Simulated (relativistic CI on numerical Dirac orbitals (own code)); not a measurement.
```
atom Rh  Z=45  charge=2  electrons=43
nucleus A=103  rms_radius_fm=4.4945
hamiltonian dirac-coulomb  breit=on  qed=on  c_scale=1
orbitals kli  potential=per-configuration
slater_scale 0.9
correlation none
mixing on
configurations
  [Kr] 4d7
  [He] 2s2 2p5 3s2 3p6 3d10 4s2 4p6 4d8
end
absorption L2,3 T=300 lorentz=1.6 gauss=0.5
crystal_field Oh 10Dq=8700
```

Multiplet model: relativistic Dirac–Coulomb–Breit theory, one configuration a step, Slater integrals scaled by 0.9, 300 K, Voigt broadening (Lorentzian 1.6 eV, Gaussian 0.5 eV full widths), computed with a radial Dirac CI code.

The L₂,₃ X-ray absorption spectrum that results, with the strongest transitions as sticks:

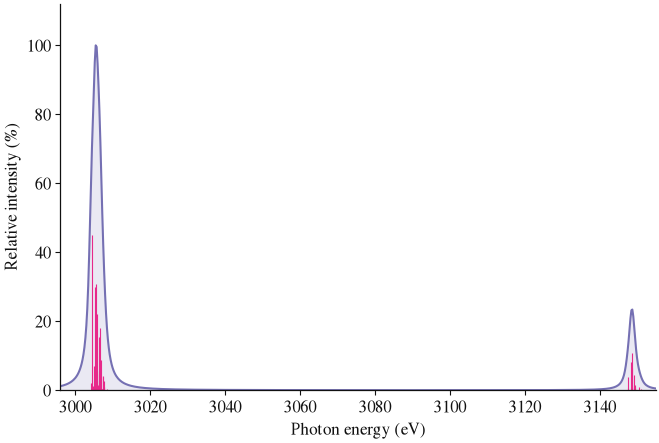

The main maxima lie at 3005.6 eV (100) and 3148.7 eV (23), heights in % of the largest; the centroid is at 3027.7 eV. The lower edge holds 0.85 of the intensity (branching ratio, edges parted at 3078 eV), and the core spin-orbit splitting of the orbitals is 147 eV. The ground state has S = 1.49.

Limits of the model: free-ion energies, so absolute edge positions are off by a few eV from solids.
